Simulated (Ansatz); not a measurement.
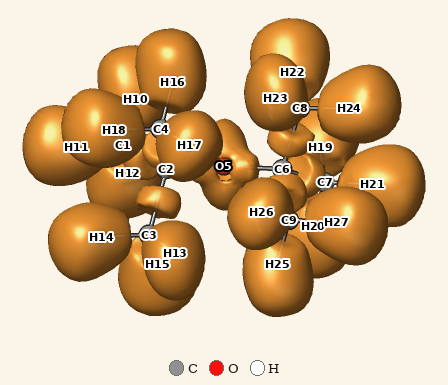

Figure 1: C$_{8}$H$_{18}$O (SMILES CC(C)(C)OC(C)(C)C). Isosurface of the ELF at 0.75 (orange), seen across its widest extent. Only the valence region is drawn (cores and ρ < 0.01 e/Å³ removed).

Geometry: PBE0-D4/def2-TZVP.

Computed with RKS PBE0-D4/def2-TZVPP (Ansatz).

```tsv
atom	x (Å)	y (Å)	z (Å)
C	-0.4618	-1.2359	-2.2258
C	-0.1671	-1.0346	-0.7445
C	1.0246	-1.9089	-0.3572
C	-1.3985	-1.4296	0.0618
O	0.1628	0.3527	-0.6805
C	0.2214	1.1637	0.4927
C	0.9954	2.3848	0.0115
C	-1.1727	1.6076	0.9333
C	0.9706	0.5330	1.6604
H	-1.3078	-0.6161	-2.5286
H	-0.6969	-2.2813	-2.4369
H	0.4053	-0.9445	-2.8215
H	1.2192	-1.8979	0.7146
H	0.8367	-2.9451	-0.6493
H	1.9207	-1.5643	-0.8771
H	-2.2605	-0.8209	-0.2162
H	-1.2382	-1.3417	1.1371
H	-1.6409	-2.4744	-0.1468
H	0.4805	2.8431	-0.8349
H	1.9950	2.0919	-0.3149
H	1.0875	3.1256	0.8087
H	-1.7316	1.9801	0.0725
H	-1.7414	0.8006	1.3937
H	-1.0922	2.4156	1.6647
H	1.9736	0.2243	1.3612
H	0.4463	-0.3290	2.0748
H	1.0683	1.2703	2.4609
```

Identify the bonds, lone pairs and shells in this picture.

The ELF exceeds this value in six regions between bonded C–C atoms (shared pairs), 18 regions around hydrogen nuclei and one region on O in which the atom's valence shell and bonds are merged. Along the contacts the grid gives the following. C–O (1.43 Å): the ELF peaks at about 0.85 between the atoms, as expected for a polar covalent bond. C–C (1.52 Å): the ELF peaks at about 0.95 between the atoms (a shared electron pair).
